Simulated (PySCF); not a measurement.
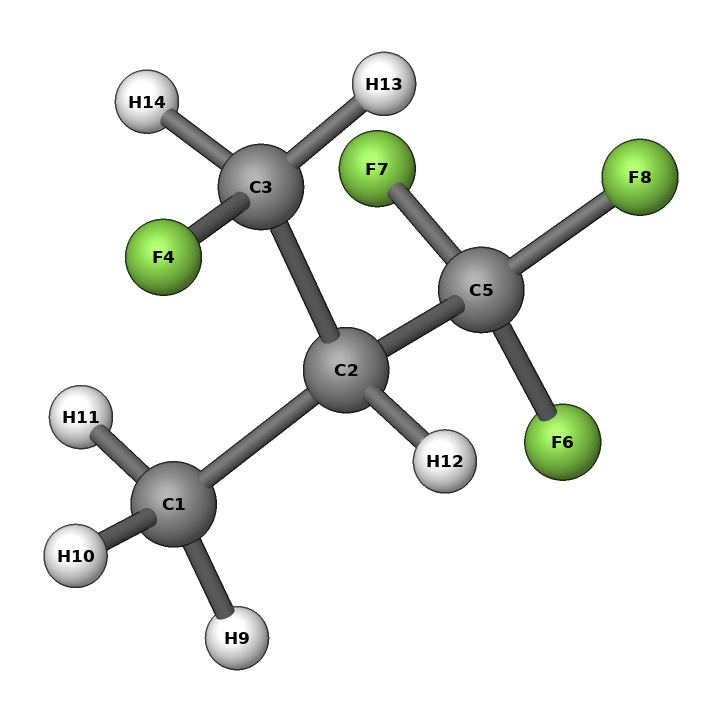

The questions are on isotropic NMR shieldings of the H atoms. The computed structure is the end point of a GFN2-xTB optimisation. No frequency run is at hand to confirm it as a minimum. Level of theory: GIAO PBE0/pcSseg-1 NMR shielding, non-relativistic, gas phase (PySCF 2.14.0).

Question: Which H atom is the most shielded (lowest chemical shift)?

Answer: H11 (30.65 ppm).

Question: Which H atom is the least shielded (highest chemical shift)?

Answer: H13 (26.56 ppm).

Question: How wide is the range of H shifts?

Answer: 4.09 ppm.

Give the isotropic NMR shieldings of the H atoms atom by atom.

| atom | σ (ppm) |
| --- | --- |
| H9 | 30.23 |
| H10 | 30.08 |
| H11 | 30.65 |
| H12 | 29.15 |
| H13 | 26.56 |
| H14 | 27.18 |
